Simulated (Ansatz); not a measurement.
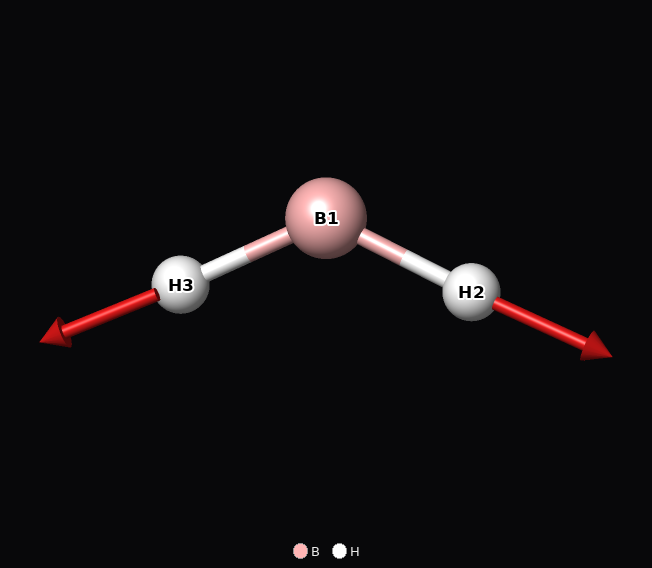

The arrows show one normal mode. State: neutral, doublet. Harmonic vibrations computed with UKS PBE0-D4/def2-TZVP (Ansatz 0.2.0) at a stationary point of the same level.

Describe the motion.

Mostly in-phase stretching of 2 B–H bonds.

Estimate its harmonic wavenumber.

2586 cm⁻¹; it is mode 2 of 3 counted from the lowest.
